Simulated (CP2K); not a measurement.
NiMoIrPdW

```
Ni Mo Pd Ir W
1.0
     4.14670    0.00000    0.00000
    -2.07335    3.59115    0.00000
     0.00000    0.00000    5.41629
Ni Mo Pd Ir W
1 1 1 1 1
Direct
  0.00000 0.00000 0.02221
  0.66667 0.33333 0.45996
  0.33333 0.66667 0.74601
  0.33333 0.66667 0.25641
  0.66667 0.33333 0.99985
```

Space group P3m1; a generated structure, not necessarily the stable one; spin-polarised, but the moments vanished.

Theory: CP2K, Kohn-Sham DFT of a periodic cell, PBE, GTH-PBE with UZH-TZVP basis (short-range sets on d metals).

### Predict the electron localisation function of the up spins between the atoms.

Ni–W (2.40 Å): the ELF is about 0.15 at the midpoint.
Mo–W (2.49 Å): the ELF is about 0.25 at the midpoint.
Ni–Ir (2.71 Å): the ELF is about 0.15 at the midpoint.

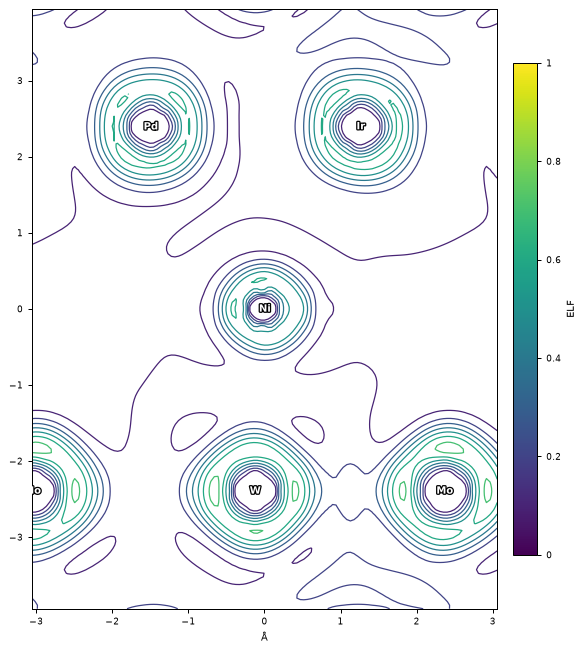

Computed electron localisation function of the up spins on the (110) plane of the conventional cell. 

Core electrons are replaced by pseudopotentials, and the valence fields are smoothed inside the atomic spheres.
